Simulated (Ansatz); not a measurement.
Process, species as SMILES: S(C)C + H+ → C[SH+]C
B3LYP-D3(BJ)/def2-TZVP geometries, fixed; electronic energies without zero-point terms; positive where energy is released.
Largest species:
```
S
H 1 1.3501
C 1 1.8117 2 99.01
H 3 1.0867 1 110.60 2 -52.40
H 3 1.0886 4 111.43 1 118.15
H 3 1.0887 4 111.57 5 123.04
C 1 1.8117 2 99.01 3 -105.81
H 7 1.0867 1 110.60 2 52.40
H 7 1.0886 8 111.43 1 -118.15
H 7 1.0887 8 111.57 9 -123.04
```
Charge +1, spin multiplicity 1.

Basis-set convergence of the proton affinity at wB97M-V with Ansatz (a first-principles code). Cartesian d functions, on some or all atoms, in 6-31G*, 6-311G**, 6-311+G**; all else is spherical. The program fits the integrals of some runs and decomposes those of others, by size. The functional holds VV10 correlation; no added dispersion term, no relativity. Functions are those of the species that has most. Reference: the value in pcseg-4, 202.32 kcal/mol, itself unsure by roughly 0.06 kcal/mol (its mean distance from aug-pcseg-3, aug-cc-pV(Q+d)Z, cc-pV(5+d)Z). Deviations are taken from unrounded values.

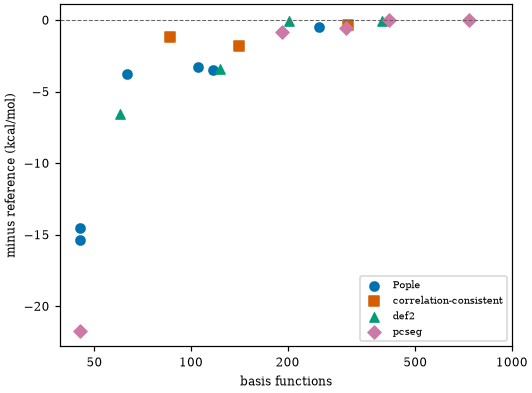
Deviation from the reference against the number of basis functions, by family of sets.

| basis | functions | proton affinity (kcal/mol) | minus reference (kcal/mol) |
|---|---|---|---|
| 3-21G | 45 | 186.92 | -15.40 |
| 6-31G | 45 | 187.77 | -14.55 |
| pcseg-0 | 45 | 180.59 | -21.73 |
| def2-SV(P) | 60 | 195.75 | -6.57 |
| 6-31G* | 63 | 198.57 | -3.75 |
| cc-pV(D+d)Z | 86 | 201.14 | -1.19 |
| 6-311G** | 105 | 199.01 | -3.32 |
| 6-311+G** | 117 | 198.85 | -3.47 |
| def2-SVPD | 123 | 198.88 | -3.44 |
| aug-cc-pV(D+d)Z | 141 | 200.49 | -1.83 |
| pcseg-2 | 192 | 201.48 | -0.85 |
| def2-TZVPP | 202 | 202.27 | -0.06 |
| 6-311++G(3df,3pd) | 251 | 201.86 | -0.47 |
| aug-pcseg-2 | 303 | 201.77 | -0.56 |
| aug-cc-pV(T+d)Z | 308 | 202.00 | -0.32 |
| def2-QZVPP | 394 | 202.26 | -0.06 |
| pcseg-3 | 415 | 202.34 | 0.02 |
| pcseg-4 | 734 | 202.32 | 0.00 |
